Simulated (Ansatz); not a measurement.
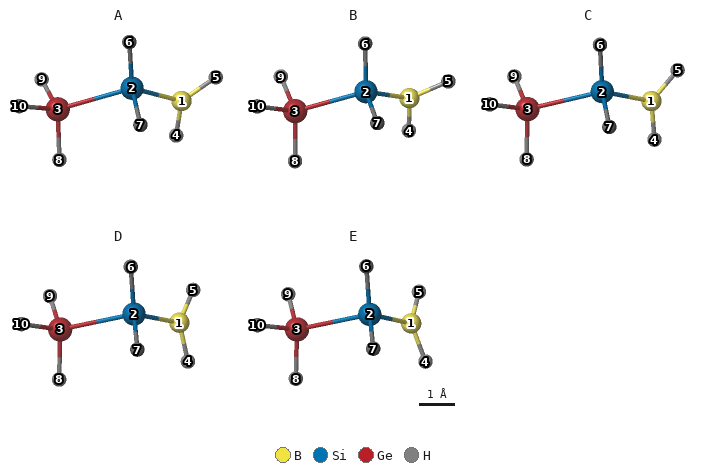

5 geometries from one relaxation of BGeSiH₇ (coarse preliminary run), in shuffled order. Style: ball-and-stick. Shown from a free direction.

The start comes from a force field.

Method: Ansatz 0.2.0, RKS PBE-D4/def2-SVP. (force threshold 0.03 eV/Å; at most 200 steps)

Question: Put them in the order of the run, from the start to the converged end.

Answer: B, A, C, D, E. They are steps 0, 2, 5, 8, 11, at +69.0 kJ/mol, +10.0 kJ/mol, +5.47 kJ/mol, +1.91 kJ/mol relative to the last. H5 moves most after the best rigid fit: 1.27 Å. By element the largest moves are H 1.27 Å, Si 0.26 Å, B 0.15 Å, Ge 0.10 Å. Near-neighbour distances that change, for instance: Si2–Ge3 2.293 → 2.423 Å, B1–Si2 1.892 → 1.982 Å, B1–H4 1.127 → 1.216 Å, Ge3–H10 1.591 → 1.553 Å. Bond angles that change, for instance: B1–Si2–Ge3 107.3° → 98.5°, B1–Si2–H6 110.8° → 117.0°, Ge3–Si2–H6 110.2° → 106.2°. After 11 geometry steps the energy has fallen by 69.0 kJ/mol. The largest force component goes from 2.5 to 0.017 eV/Å.
